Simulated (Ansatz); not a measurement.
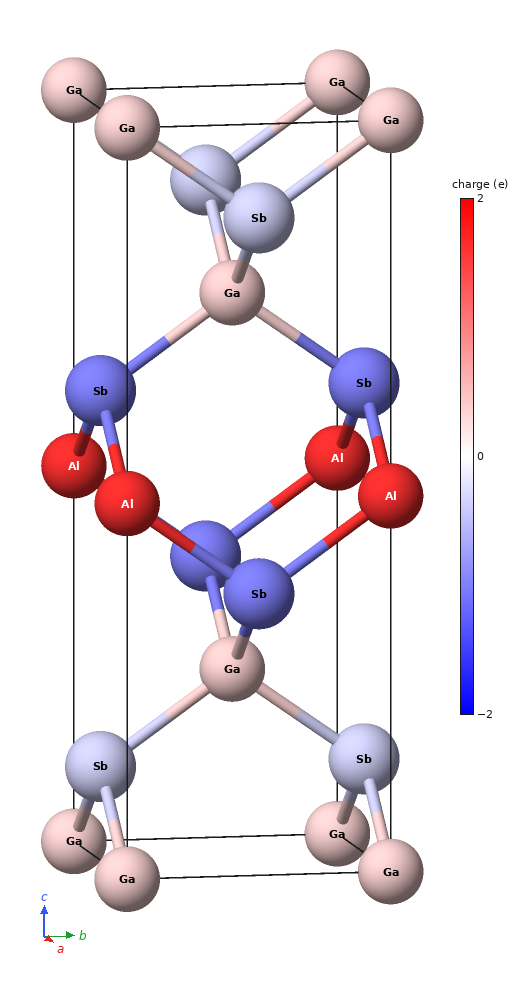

Crystal structure, ball-and-stick style, seen slightly off an axis. The simulation cell is outlined; an atom on or near a face, edge or corner is repeated at each equivalent position. The atoms of this AlGa3Sb4 cell are coloured by their Bader charge.

Run with DFT PBE, scalar-relativistic, plane waves, PAW (Ansatz 0.2.0) and these settings: wavefunction cutoff 420 eV, the zone sampled with 8×8×4 points, Gaussian smearing of 0.1 eV, no spin polarisation.

### Read the charges from the picture.

Most positive: Al; most negative: Sb. Charges: about Al +1.6 e; Ga +0.3 e; Sb -1.0 to -0.3 e.

The model was built from a structure type filled with these elements by a generator (whether the compound takes this form wasn't checked). Earlier steps of the study, as a rule a relaxation of our own, may have changed the cell and positions, so they can lie some per cent off the listed ones. It was the input of a calculation with Ansatz.
